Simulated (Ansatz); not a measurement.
## Fields on a plane of Sn (beta-Sn type, space group I4_1/amd)

```xyz
2
Lattice="-2.9431 2.9431 1.5919 2.9431 -2.9431 1.5919 2.9431 2.9431 -1.5919" Properties=species:S:1:pos:R:3 pbc="T T T"
Sn     0.0000     2.9431     0.7959
Sn     0.0000     0.0000     0.0000
```

The slice is a (100) plane (indices of the conventional cell) through the point (0.000, 0.000, 0.000) (fractional), spanned by u = [110] and v = [101] in vectors of this cell: u (3.18 Å) and v (5.89 Å, at 90° to u). It covers one period; positions are fractions (u, v).

Atoms on it: Sn at (0.25, 0.50); Sn at (0.00, 0.00).

Calculation: r2SCAN (plane waves to 500 eV, PAW, scalar-relativistic; Ansatz, a first-principles code). k mesh 17×17×17. Near the nuclei the fields are pseudised (PAW); where an atom keeps semicore shells as valence, they peak there. Sn was relaxed with its symmetry unable to fall.

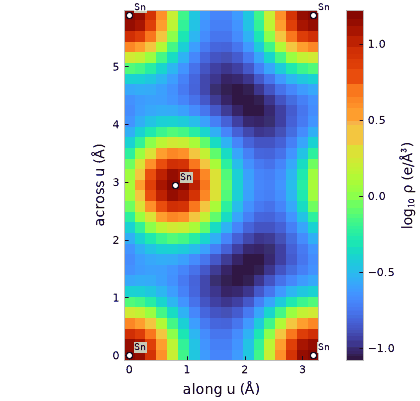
Figure: Log₁₀ of the valence density in e/Å³, one period of the plane, atoms marked. The scale is logarithmic, as a density can span decades between atoms and voids.

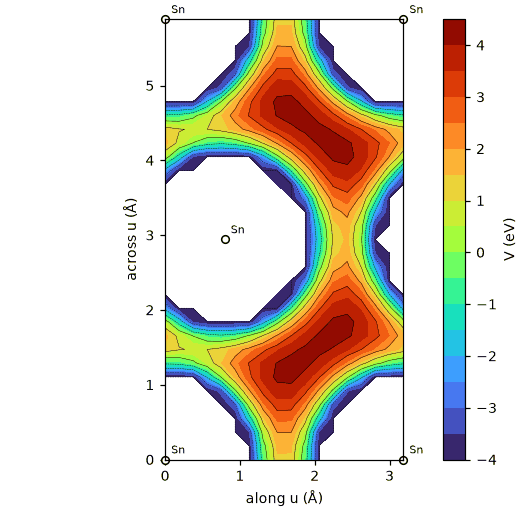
Fig. 1. Electrostatic potential energy of an electron, from the cell's mean, in eV, one period of the plane, atoms marked. Points within 1 Å of a nucleus are left white, as the pseudised field means little there. Values under -4 eV are set to -4. The zero, the cell's mean, hangs on the PAW cores.

The density on the Sn–Sn line (3.05 Å) at its midpoint is 0.25 e/Å³ and the ELF at that point comes out as 0.58. ELF maximum in the middle third of the Sn–Sn line: 0.58, 1.5 Å from Sn.
